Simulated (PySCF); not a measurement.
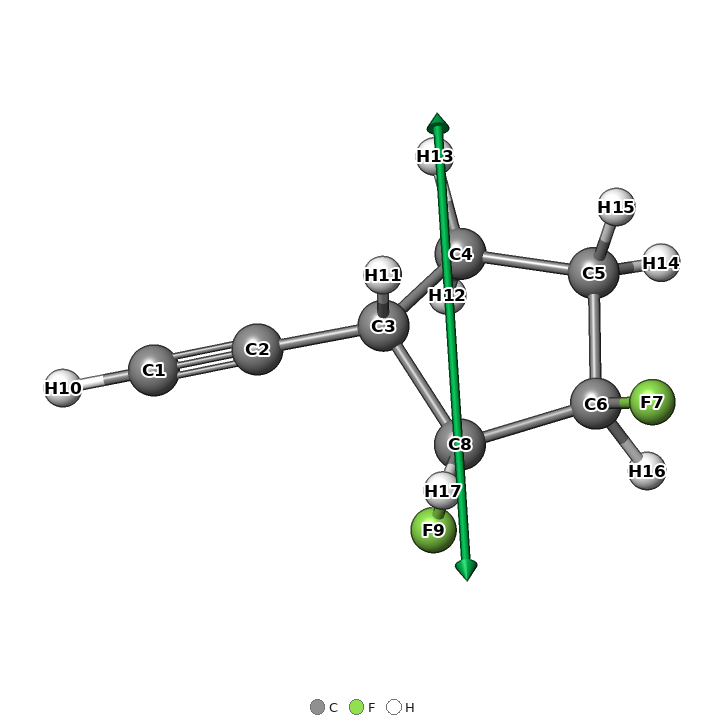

The double arrow shows the direction of the transition dipole to excited singlet state 4 (its length means nothing). The computed structure is the end point of a GFN2-xTB optimisation. No frequency run is at hand to confirm it as a minimum. Properties computed with TDDFT CAM-B3LYP/def2-SVPD, vertical, gas phase, core orbitals frozen in the response (PySCF 2.14.0).

### Give its energy, strength and character.

7.68 eV (162 nm), oscillator strength 0.049, mainly HOMO → LUMO (weight 0.70); transition dipole 1.30 D.
